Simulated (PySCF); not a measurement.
Molecule: SMILES FC(F)([SiH2][SiH2]CC)F, singlet. Atoms near the plane z = 0.0 Å, at the GFN2-xTB optimised geometry (x, y, z in Å): C5 (1.1, -0.2, 0.0), F6 (2.4, -0.2, 0.0), F7 (0.7, 1.1, 0.0), H15 (-2.4, -1.1, 0.2).

Level of theory: PySCF with PBE/def2-SVP. Cells within 0.4 Å of a nucleus heavier than hydrogen are left out (blank, or x). The values are rescaled to run from 0 to 1.

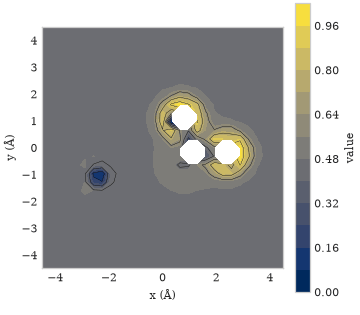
a field on the plane z = 0.0 Å.

Problem. Which quantity is mapped?
A) Laplacian of the electron density
B) log10 of the electron density
C) electrostatic potential
D) deformation density (molecule minus spherical neutral atoms)

Solution. A, Laplacian of the electron density. In full: Laplacian of the electron density (e/bohr⁵).
